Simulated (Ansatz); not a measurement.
Rh (1 atom in the cell), run with Ansatz.

```
crystal:
  lattice:
    - [0.0, 1.9, 1.9]
    - [1.9, 0.0, 1.9]
    - [1.9, 1.9, 0.0]
  atoms:
    - { symbol: Rh, position: [0.0, 0.0, 0.0] }
basis:
  ecutwfc: 500
  ecutrho_ratio: 4
kpoints:
  mp_grid: { grid: [16, 16, 16] }
hamiltonian:
  xc: r2scan
scf:
  occupations: { method: gaussian, width: 0.05 }
  mixing: { algorithm: anderson, beta: 0.005, ndim: 1 }
  max_iter: 75
output:
  forces: true
  stress: true
```

Command:
```bash
ansatz run input.yaml --threads 4 --pin off --max-ram 9216MiB --backend cpu --events-out ev --progress --plain --runs-dir out
```

### How does the iteration go?

Converged, in 35 iterations. Up to iteration 31 density mixing fails to converge: the residual only creeps down, by about 1 % a step, and is still near 4 × 10⁻³. After iteration 31 the program gave up density mixing and went on by direct minimisation of the free energy, which closed the SCF. The input holds an odd setting (mixing far too weak), but it does no harm here: the energy lies within 1 meV per atom of a run with usual settings.

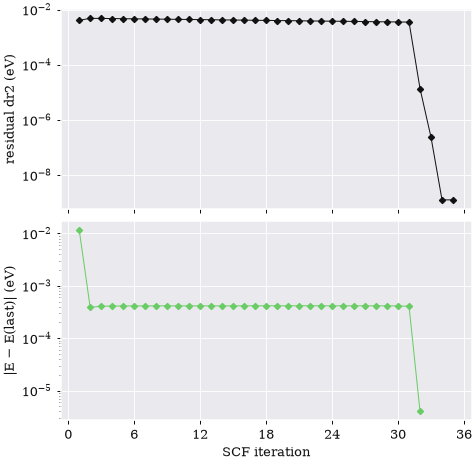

SCF iterations of a calculation: density residual dr2, distance of the Harris–Foulkes energy from its last value. Energy differences below 3 × 10⁻⁶ eV aren't drawn. The starting density is a sum of atomic densities corrected by a trained network.
